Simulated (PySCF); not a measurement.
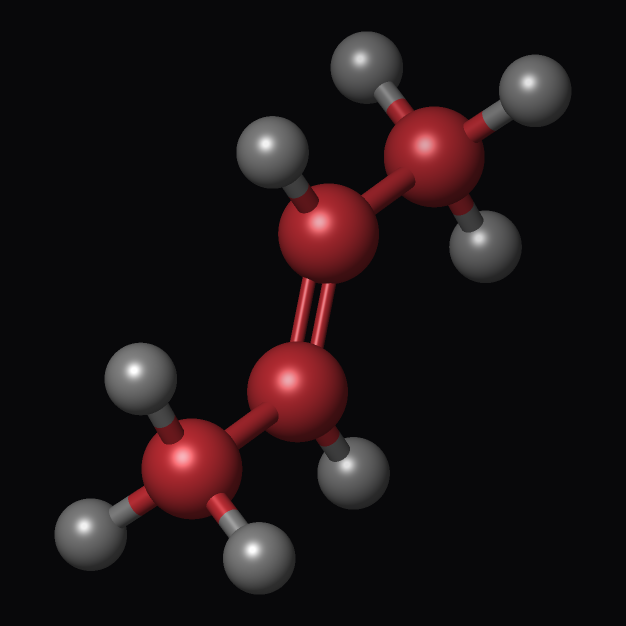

Rendered structure (ball-and-stick style). Double and triple bonds are drawn as two and three sticks. Colours: carbon red, hydrogen grey.

Which formula does it have?

C₄H₈, 12 atoms: 4 carbon and 8 hydrogen.

What is its SMILES?

C/C=C/C

The parts below concern this one geometry. Atoms keep their numbers from picture to picture. The geometry was computed by an optimisation with PBE0-D3(BJ)/def2-SVP. No frequency run is at hand to confirm it as a minimum.

**Shape**

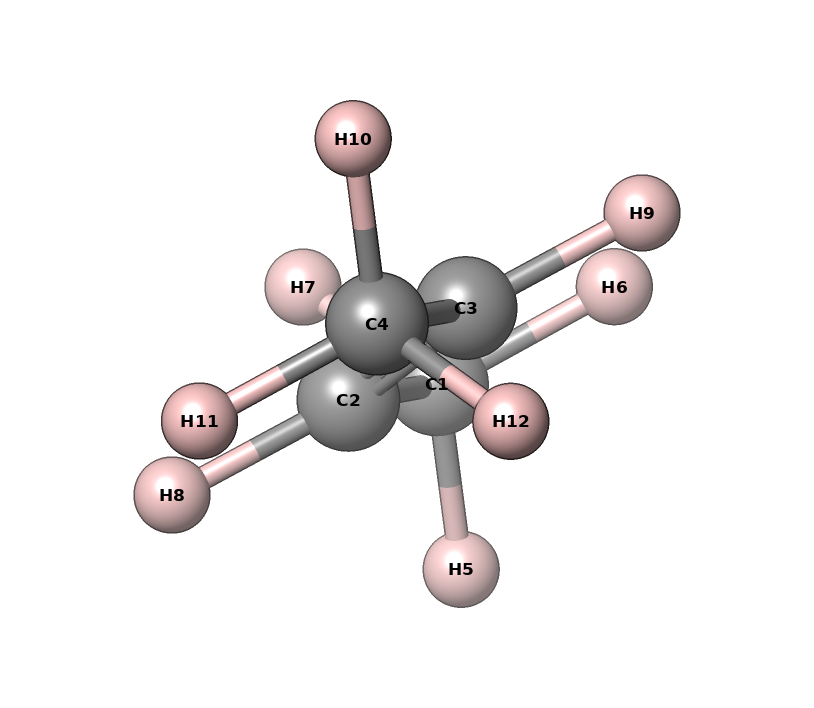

C3 lies behind C4. The molecule seen a little off the C4–C3 bond, C4 in front. Atoms fade into the background with distance from the viewer. No frequency run is at hand to confirm it as a minimum.

What is the torsion angle H10–C4–C3–C2? The sign is positive where the front bond must turn clockwise to cover the back bond.

−121°, anticlinal.

**Levels of theory compared**

No frequency run is at hand to confirm it as a minimum. Program: PySCF 2.14.0.

Tabulate HOMO energy (eV), HOMO–LUMO gap (eV) at these levels: BHandHLYP/aug-pcX-1 (pcseg-1 on H); CAM-B3LYP/def2-SVPD; CAM-B3LYP/def2-SVPD in chloroform (IEF-PCM); CAM-B3LYP/def2-SVPD in dichloromethane (IEF-PCM); PBE0/pcSseg-1 in chloroform (IEF-PCM); PBE0/pcSseg-1 in dichloromethane (IEF-PCM).

| level | HOMO energy (eV) | HOMO–LUMO gap (eV) |
| --- | --- | --- |
| BHandHLYP/aug-pcX-1 (pcseg-1 on H) | −7.88 | 8.68 |
| CAM-B3LYP/def2-SVPD | −8.22 | 9.87 |
| CAM-B3LYP/def2-SVPD in chloroform (IEF-PCM) | −8.21 | 9.91 |
| CAM-B3LYP/def2-SVPD in dichloromethane (IEF-PCM) | −8.21 | 9.92 |
| PBE0/pcSseg-1 in chloroform (IEF-PCM) | −6.90 | 7.65 |
| PBE0/pcSseg-1 in dichloromethane (IEF-PCM) | −6.91 | 7.65 |

**NMR shielding**

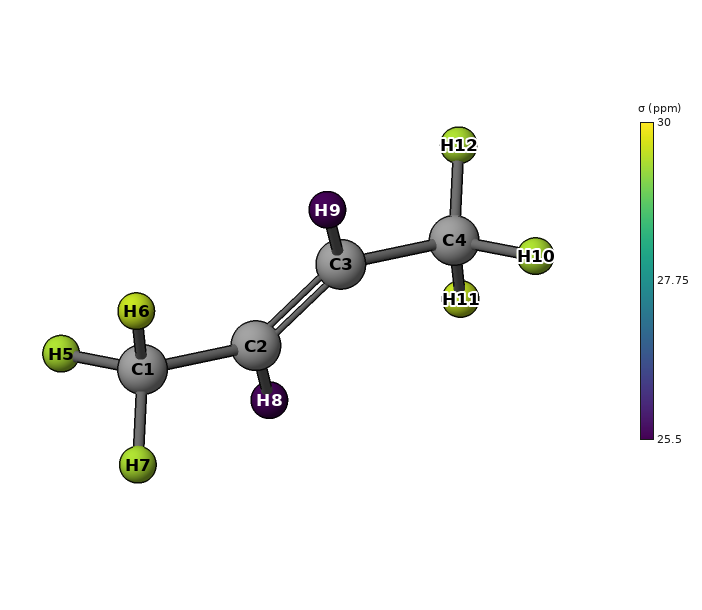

Atoms are coloured by their isotropic NMR shieldings (H only, the others grey). No frequency run is at hand to confirm it as a minimum. Level of theory: GIAO PBE0/pcSseg-1 NMR shielding, non-relativistic, IEF-PCM chloroform (PySCF 2.14.0).

Give the isotropic NMR shieldings of the H atoms atom by atom.

| atom | σ (ppm) |
| --- | --- |
| H5 | 29.44 |
| H6 | 29.59 |
| H7 | 29.43 |
| H8 | 25.55 |
| H9 | 25.55 |
| H10 | 29.44 |
| H11 | 29.59 |
| H12 | 29.43 |

**Excitation**

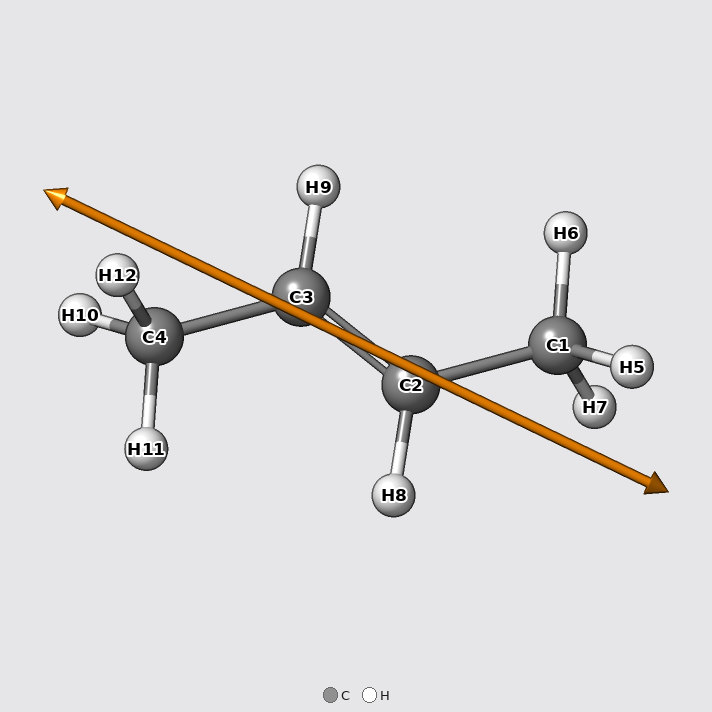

The double arrow shows the direction of the transition dipole to excited singlet state 2 (its length means nothing). No frequency run is at hand to confirm it as a minimum. Method: TDDFT CAM-B3LYP/def2-SVPD, vertical, IEF-PCM dichloromethane (non-equilibrium linear response), core orbitals frozen in the response (PySCF 2.14.0).

Where does the transition lie, and how strong is it?

7.08 eV (175 nm), oscillator strength 0.56, mainly HOMO → LUMO+1 (weight 0.97); transition dipole 4.56 D.
